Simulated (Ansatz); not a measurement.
**C$_{2}$H$_{8}$BFSi (SMILES BCC[SiH2]F): density, localisation and related maps**

Input file:

```
crystal:
  periodic: [false, false, false]
  atoms:
    - { symbol: B, position_ang: [-0.4423, 1.8488, 1.1317] }
    - { symbol: C, position_ang: [-0.6629, 0.6228, 0.1682] }
    - { symbol: C, position_ang: [0.5833, -0.2163, 0.1201] }
    - { symbol: Si, position_ang: [0.4716, -1.6947, -0.9881] }
    - { symbol: F, position_ang: [0.0797, -1.1962, -2.5753] }
    - { symbol: H, position_ang: [0.5232, 2.1084, 1.6927] }
    - { symbol: H, position_ang: [-1.3632, 2.6498, 1.2588] }
    - { symbol: H, position_ang: [-1.4682, 0.0326, 0.5415] }
    - { symbol: H, position_ang: [-0.8995, 1.0034, -0.8107] }
    - { symbol: H, position_ang: [1.4688, 0.3866, -0.2275] }
    - { symbol: H, position_ang: [0.8528, -0.5836, 1.175] }
    - { symbol: H, position_ang: [-0.7039, -2.5159, -0.4816] }
    - { symbol: H, position_ang: [1.581, -2.4804, -0.9901] }
basis:
  gaussian: { orbitals: "6-31G" }
hamiltonian:
  xc: pbe0
relax:
  f_tol: 0.015
  max_steps: 40
output:
  orbitals: {}
```

Command:

```sh
ansatz run input.yaml --threads 1 --pin off --max-ram 2048MiB --backend cpu --events-out ev --progress --plain --runs-dir out
```

The fields are those of the relaxed geometry.

Computed with RKS PBE0/6-31G in Ansatz.

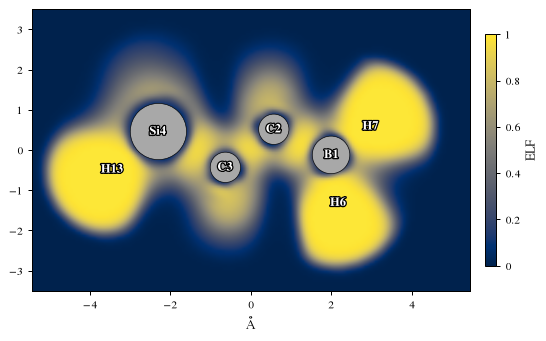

Figure 1. ELF on the plane of atoms H6, B1 and H7. Grey discs cover the atomic cores.

### Interpret the plot.

Atoms in the plane: B, C, Si and H.
C–C (1.54 Å): the ELF peaks at about 0.95 between the atoms, as expected for a shared electron pair.
C–B (1.56 Å): the ELF peaks at about 0.95 between the atoms (a covalent bond).
C–Si (1.90 Å): the ELF peaks at about 0.95 between the atoms: localised, covalent bonding.
B–H (1.20 Å): the ELF climbs to about 1 towards the hydrogen, as it does in any bond to H; an ordinary covalent bond to hydrogen.
Si–H (1.50 Å): the ELF climbs to about 1 towards the hydrogen.

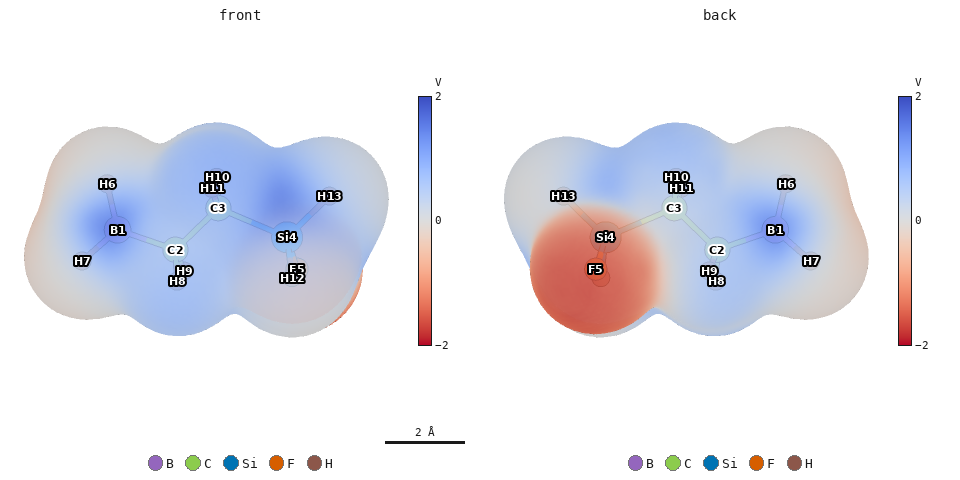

Figure 2. The molecular electrostatic potential painted on the density surface at 0.001 e/bohr³, seen from the front and from behind; the colour scale runs from red (negative) to blue (positive).

### Which sites attract a positive test charge, and which a negative one?

A positive charge is drawn to the negative regions and a negative charge to the positive ones. The most negative region (about −1.6 V, or −37 kcal/mol for a unit charge) lies over F5, the most positive (about +1.3 V, or +30 kcal/mol for a unit charge) over B1 and Si4.

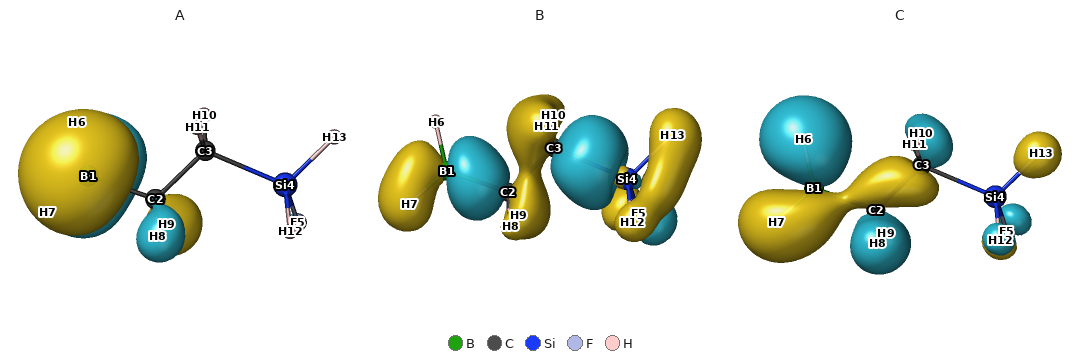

Figure 3. Three frontier orbitals at ±0.1 Å⁻³ᐟ² (yellow and cyan are the two phases), in no order.

### Order the three orbitals by energy and name them.

C is the HOMO−1 (−9.12 eV). It lies mainly on B1 (about 25 %), H6 (about 20 %), H7 (about 15 %), C2 (about 10 %) and C3 (about 5 %). B is the HOMO (−8.30 eV). By Hirshfeld shares it lies mainly on C3 (about 25 %), Si4 (about 15 %), C2 (about 15 %), B1 (about 15 %) and F5 (about 5 %). A is the LUMO (−1.18 eV). By Hirshfeld shares it lies mainly on B1 (about 65 %), C2 (about 10 %), H6 (about 5 %) and H7 (about 5 %).

### What is the HOMO–LUMO gap?

7.12 eV between the orbital energies.
